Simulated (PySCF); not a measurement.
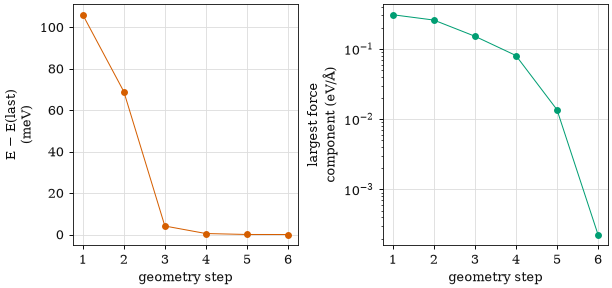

History of a geometry optimisation. The run: IrSI2 molecule, multiplicity 4, by UKS-based PBE0, Ir def2-SVP with ECP60, S def2-SVP, I def2-SVP with ECP28; non-relativistic Hamiltonian with scalar-relativistic core potentials; density fitting (PySCF 2.14.0). The start has point group C2v, which is kept. A held symmetry can leave a saddle point.

The optimisation met its thresholds at geometry 6, counting the start as the first. The energy fell by about 110 meV from the first step to the last. The largest force component goes from about 0.31 eV/Å at the start to 2.3 × 10⁻⁴ eV/Å at the end.
